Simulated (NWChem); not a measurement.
**One shape, several levels: BN2H5 (SMILES NBN)**

Aim: a comparison of 4 runs (HF/STO-3G, HF/3-21G, B3LYP/6-31G*) of BN2H5. 

The results are computed with NWChem 7.3.0.

2 further runs of the same task are left out: 2 set aside as unsound or not needed.

## 1. The molecule

BN2H5: 8 atoms, total charge 0, spin state singlet. SMILES: `NBN`. Geometry: relaxed at PBE0-D4/def2-TZVP.

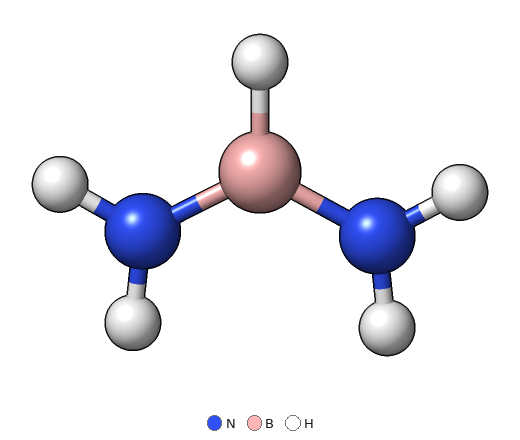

The structure, seen from a chosen angle (nitrogen blue, boron pink, hydrogen white).

## 2. Energy and forces at HF/STO-3G (run 1)

File run.py:

```python
from ase import Atoms
from ase.calculators.nwchem import NWChem

system = Atoms(['N', 'B', 'N', 'H', 'H', 'H', 'H', 'H'], positions=[
    [-0.971000, 0.516500, -0.581100],
    [0.194200, 0.386600, 0.200500],
    [0.848200, -0.845200, 0.401400],
    [-1.426800, -0.244500, -1.053400],
    [-1.423900, 1.400900, -0.713700],
    [0.649700, 1.368600, 0.718000],
    [1.676700, -0.919800, 0.960900],
    [0.545000, -1.720300, 0.011600],
])

calc = NWChem(
    label='test',
    theory='scf',
    memory='2200 mb',
    basis='STO-3G',
    basispar='spherical bse',
    scf={'nopen': '0', 'rhf': None, 'thresh': '1e-08', 'maxiter': '80'},
)
system.calc = calc

forces = system.get_forces()
print("Total energy (eV):", round(system.get_potential_energy(), 6))
print("forces (eV/A):")
for s, f in zip(system.symbols, forces):
    print(f"{s:2s} {f[0]:10.5f} {f[1]:10.5f} {f[2]:10.5f}")
print("dipole (e A):", system.get_dipole_moment().round(4))
```

The run is started by

```bash
$ export ASE_NWCHEM_COMMAND="nwchem PREFIX.nwi > PREFIX.nwo"
$ python run.py
```

Standard output:

```text
Total energy (eV): -3668.995117
forces (eV/A):
N     1.15880   -0.20816    0.76100
B     0.29578    0.64072    0.33697
N    -0.69739    1.19381   -0.23891
H    -0.30138   -0.46151   -0.30375
H    -0.38716    0.58508   -0.14851
H    -0.48080   -1.03713   -0.54646
H     0.58637   -0.14696    0.37662
H    -0.17417   -0.56585   -0.23690
dipole (e A): [-0.0923 -0.1989 -0.1047]
```

The calculator wrote test.nwi:

```
title "test"

permanent_dir test

scratch_dir test

start test

geometry units angstrom nocenter noautosym noautoz
  N  -9.7099999999999997e-01 5.1649999999999996e-01 -5.8109999999999995e-01
  B  1.9420000000000001e-01 3.8660000000000000e-01 2.0050000000000001e-01
  N  8.4819999999999995e-01 -8.4519999999999995e-01 4.0139999999999998e-01
  H  -1.4268000000000001e+00 -2.4450000000000000e-01 -1.0533999999999999e+00
  H  -1.4238999999999999e+00 1.4009000000000000e+00 -7.1370000000000000e-01
  H  6.4970000000000006e-01 1.3686000000000000e+00 7.1799999999999997e-01
  H  1.6767000000000001e+00 -9.1979999999999995e-01 9.6089999999999998e-01
  H  5.4500000000000004e-01 -1.7202999999999999e+00 1.1599999999999999e-02
end

memory 2200 mb

basis spherical bse noprint
   * library STO-3G
end

scf
  nopen 0
  rhf
  thresh 1e-08
  maxiter 80
end

task scf gradient
```

test.nwo:

```text
Northwest Computational Chemistry Package (NWChem) 7.3.0
             --------------------------------------------------------

           Job information
           ---------------

    nwchem branch   = 7.3.0
    use scalapack   = T
    input           = test.nwi
    prefix          = test.
    data base       = test/test.db
    status          = startup
    nproc           =        1

           Memory information
           ------------------

    heap     =     72089594 doubles =      550.0 Mbytes
    stack    =     72089599 doubles =      550.0 Mbytes
    global   =    144179200 doubles =     1100.0 Mbytes (distinct from heap & stack)
    total    =    288358393 doubles =     2200.0 Mbytes
    verify   = yes
    hardfail = no

[... 133 lines left out ...]
 Convergence threshold     :          1.000E-08
[... 12 lines left out ...]
       Final RHF  results
[... 3 lines left out ...]
      One-electron energy =   -320.232254997713
[... 1 line left out ...]
 Nuclear repulsion energy =     68.852599803019
[... 28 lines left out ...]
                       ROHF Final Molecular Orbital Analysis
[... 185 lines left out ...]
                         RHF ENERGY GRADIENTS

    atom               coordinates                        gradient
                 x          y          z           x          y          z
   1 N      -1.834924   0.976043  -1.098120   -0.022535   0.004048  -0.014799
   2 B       0.366985   0.730568   0.378890   -0.005752  -0.012460  -0.006553
   3 N       1.602866  -1.597196   0.758536    0.013562  -0.023216   0.004646
[... 4 lines of this table left out ...]
   8 H       1.029901  -3.250896   0.021921    0.003387   0.011004   0.004607

                 ----------------------------------------
                 |  Time  |  1-e(secs)   |  2-e(secs)   |
                 ----------------------------------------
                 |  CPU   |       0.00   |       0.06   |
                 ----------------------------------------
                 |  WALL  |       0.00   |       0.06   |
                 ----------------------------------------

 Task  times  cpu:        0.5s     wall:        0.5s
 Total times  cpu:        0.5s     wall:        0.5s
```

Wall time 1.5 s (1 thread of Intel Xeon Platinum 8488C (Sapphire Rapids), shared host); peak memory 0.099 GiB.

## 3. Energy and forces at HF/3-21G (run 2)

File bh5n2.nw:

```
start bh5n2
title "BH5N2"
memory stack 880 mb heap 220 mb global 1100 mb
charge 0

geometry units angstrom noautosym nocenter noautoz
   N     -0.971000     0.516500    -0.581100
   B      0.194200     0.386600     0.200500
   N      0.848200    -0.845200     0.401400
   H     -1.426800    -0.244500    -1.053400
   H     -1.423900     1.400900    -0.713700
   H      0.649700     1.368600     0.718000
   H      1.676700    -0.919800     0.960900
   H      0.545000    -1.720300     0.011600
end

basis spherical bse
   N library 3-21G
   B library 3-21G
   H library 3-21G
end

scf
   thresh 1e-08
   maxiter 80
   print medium
end

task scf gradient
```

The run is started by

```bash
$ nwchem bh5n2.nw > bh5n2.out
```

Standard output:

```text
[...]
  functions       =    37
[...]
  wavefunction    = RHF
[...]
         Total SCF energy =   -135.828787652586
      One-electron energy =   -320.320933677911
      Two-electron energy =    115.639546222306
 Nuclear repulsion energy =     68.852599803019
        Time for solution =      0.5s
[...]
                         RHF ENERGY GRADIENTS
    atom               coordinates                        gradient
                 x          y          z           x          y          z
   1 N      -1.834924   0.976043  -1.098120    0.014194  -0.003704   0.009082
   2 B       0.366985   0.730568   0.378890   -0.003852  -0.008352  -0.004388
   3 N       1.602866  -1.597196   0.758536   -0.009531   0.013874  -0.003770
   4 H      -2.696261  -0.462038  -1.990637   -0.002715  -0.002749  -0.002446
   5 H      -2.690781   2.647317  -1.348697   -0.001651   0.003405  -0.000445
   6 H       1.227755   2.586279   1.356823    0.000899   0.001947   0.001025
   7 H       3.168504  -1.738170   1.815838    0.003202  -0.000179   0.002187
   8 H       1.029901  -3.250896   0.021921   -0.000545  -0.004242  -0.001245
[...]
```

Wall time 1.2 s (1 thread of Intel Xeon Platinum 8488C (Sapphire Rapids), shared host); peak memory 0.097 GiB.

Run 3 isn't shown in full; the table further down has it.

## 4. Energy and gradient at B3LYP/6-31G(d) (Cartesian functions) (run 4)

File struct.nw:

```
start struct
title "BH5N2"
memory total 2200 mb

geometry units angstroms noautosym nocenter noautoz
  N       -0.971000       0.516500      -0.581100
  B        0.194200       0.386600       0.200500
  N        0.848200      -0.845200       0.401400
  H       -1.426800      -0.244500      -1.053400
  H       -1.423900       1.400900      -0.713700
  H        0.649700       1.368600       0.718000
  H        1.676700      -0.919800       0.960900
  H        0.545000      -1.720300       0.011600
end

basis cartesian
  * library 6-31G*
end

dft
  xc b3lyp
  grid xfine
  convergence energy 1e-08
  maxiter 100
  mulliken
  noprint "final vectors analysis"
end

task dft gradient
```

The run is started by

```bash
$ nwchem struct.nw > struct.out
```

Standard output:

```text
[...]
          Wavefunction type:  closed shell.
          No. of atoms     :     8
          No. of electrons :    24
[...]
          Charge           :     0
          Spin multiplicity:     1
[...]
          AO basis - number of functions:    55
[...]
              XC Information
              --------------
                         B3LYP Method XC Potential
                     Hartree-Fock (Exact) Exchange  0.200
                        Slater Exchange Functional  0.800 local
                    Becke 1988 Exchange Functional  0.720 non-local
              Lee-Yang-Parr Correlation Functional  0.810
                  VWN I RPA Correlation Functional  0.190 local
[...]
 d= 0,ls=0.0,diis     1   -137.3859872896 -2.06D+02  1.25D-02  5.04D-01     1.9
[...]
 d= 0,ls=0.0,diis     8   -137.4385615669  4.72D-11  3.39D-07  1.40D-09    13.5
         Total DFT energy =     -137.438561566917
      One electron energy =     -321.572027814258
           Coulomb energy =      135.124727392695
    Exchange-Corr. energy =      -19.843860948373
 Nuclear repulsion energy =       68.852599803019
[...]
      Total Density - Mulliken Population Analysis
     ---------------------------------------------
    Atom       Charge   Shell Charges
 -----------   ------   -------------------------------------------------------
    1 N    7     7.74   1.99  0.76  2.58  0.80  1.59  0.02
    2 B    5     4.68   1.99  0.53  1.50  0.24  0.34  0.09
    3 N    7     7.74   1.99  0.76  2.58  0.80  1.59  0.02
    4 H    1     0.70   0.51  0.19
    5 H    1     0.68   0.51  0.17
    6 H    1     1.07   0.52  0.55
    7 H    1     0.68   0.51  0.17
    8 H    1     0.70   0.51  0.19
[...]
  wavefunction    = closed shell
                         DFT ENERGY GRADIENTS
    atom               coordinates                        gradient
                 x          y          z           x          y          z
   1 N      -1.834924   0.976043  -1.098120    0.000469  -0.000693   0.000184
   2 B       0.366985   0.730568   0.378890   -0.001851  -0.004035  -0.002117
   3 N       1.602866  -1.597196   0.758536   -0.000809   0.000087  -0.000542
   4 H      -2.696261  -0.462038  -1.990637    0.002510   0.003504   0.002460
   5 H      -2.690781   2.647317  -1.348697    0.002423  -0.004060   0.000849
   6 H       1.227755   2.586279   1.356823   -0.000061  -0.000123  -0.000066
   7 H       3.168504  -1.738170   1.815838   -0.003912   0.000729  -0.002564
   8 H       1.029901  -3.250896   0.021921    0.001231   0.004592   0.001796
[...]
```

Run time: 17 s. Hardware: 1 thread of Intel Xeon Platinum 8488C (Sapphire Rapids), shared host; peak memory 0.14 GiB.

## 5. The series

```csv
run,level,iteration cap,module,energy (Eh),dipole moment (D),HOMO energy (eV),LUMO energy (eV),wall time
1,HF/STO-3G,80,scf,-134.833085,1.17,-8.11,10.93,1.5 s
2,HF/3-21G,80,scf,-135.828788,1.48,-9.89,6.91,1.2 s
3,B3LYP/6-31G* (spherical functions),100,dft,-137.436067,1.49,-6.11,2.44,16 s
4,B3LYP/6-31G* (Cartesian functions),100,dft,-137.438562,1.49,–,–,17 s
```

## 6. What came out

```
                       quantity          value
            run 4: total energy  -137.43856 Eh
           run 4: dipole moment         1.49 D
run 4: largest force on an atom     0.261 eV/Å
```

In words: The dipole moment (its size) runs from 1.17 D (HF/STO-3G) to 1.49 D (B3LYP/6-31G*). The two ends differ in method and basis. Over runs 1, 2, 3 the HOMO–LUMO gap runs from 8.55 eV (B3LYP/6-31G*) to 19.04 eV (HF/STO-3G). In run 1 the basis is minimal, so the values are rough. All runs together took 36 s, the longest 17 s.
